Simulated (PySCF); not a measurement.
# C₂H₂B₂Cl₂F₂: geometry, spin-spin couplings

Aim: predict the spin-spin couplings of C₂H₂B₂Cl₂F₂ (`C=C(B(F)F)B(Cl)Cl`).

Computed with PySCF 2.14.0, with density-fitted response routines of our own, on a single molecule in the gas phase. Atoms are numbered from 0 throughout.

### 1 The molecule as given

10 atoms, charge 0, multiplicity 1; geometry from: GFN2-xTB. The atoms were then displaced at random by about 0.01 Å, so the start is not that level's minimum.

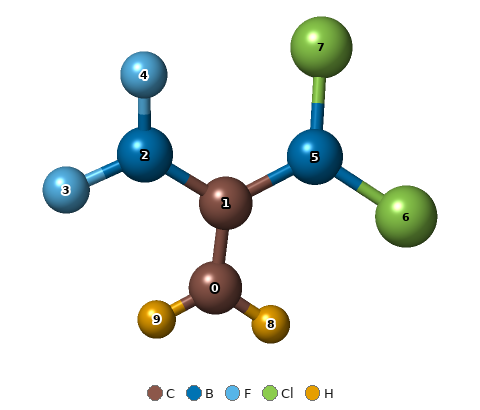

The starting geometry (carbon brown, boron blue, fluorine blue, chlorine green, hydrogen amber), atoms numbered.

### 2 Geometry optimisation at PBE0-D3(BJ)/def2-SVP

What the job is given:

```
{"job": {"xc": "PBE0", "basis": "def2-SVP", "d3": "d3bj", "grid": 1, "shake": 0.01, "kind": "geom"}, "charge": 0, "multiplicity": 1}
C     -0.495290    -1.360070    -0.037000
C     -0.022750    -0.089540    -0.008110
B      1.519850     0.069920     0.087980
F      2.364240    -0.966990     0.259710
F      2.176690     1.209880    -0.011950
B     -0.988170     1.160130    -0.063040
Cl    -2.578720     0.963740    -0.643520
Cl    -0.471950     2.708130     0.471340
H     -1.577900    -1.514720    -0.096890
H      0.124430    -2.201410     0.020420
```

On the command line:

```console
$ OMP_NUM_THREADS=1 python probes_run.py task.json out
```

This one command runs all jobs of the session in turn.

**Question.** This job is followed by: B3LYP/cc-pVTZ indirect spin-spin coupling, non-relativistic, gas phase; B3LYP/6-31G* indirect spin-spin coupling, non-relativistic, gas phase. Predict these results of the whole session: point group; rotational constants (main isotopes); largest coupling of the table (B3LYP/cc-pVTZ); range of J(F3,F4), mean over like pairs.

As calculated:

```
                                     quantity                     value
                                  point group                        C1
         rotational constants (main isotopes)      2.01, 0.93, 0.65 GHz
largest coupling of the table (B3LYP/cc-pVTZ)  2J(F,F) F3–F4, -219.0 Hz
      range of J(F3,F4), mean over like pairs       -219.0 to -131.9 Hz
```

The start of the PBE0/def2-SVP relaxation was shaken at random by about 0.01 Å, so part of the energy gained, and of the first lengths quoted, undoes that. The optimisation took 8 steps and gained 0.167 eV; among the close pairs (by a distance rule), B5–Cl6 changed most, from 1.705 to 1.758 Å. In the run at B3LYP/cc-pVTZ, the largest coupling of the table is F3–F4, -219.0 Hz, of which the Fermi-contact term gives 13.6 Hz. Couplings across rotatable bonds belong to this one conformer; where others are populated, the observed values are averages. Density functionals describe couplings to fluorine poorly, F–F couplings above all, so those rows are rough. The coupling F3–F4, as a mean over pairs of its kind, runs from -219.0 Hz (B3LYP/cc-pVTZ) to -131.9 Hz (B3LYP/6-31G*). Couplings from bases without tight functions are rough.
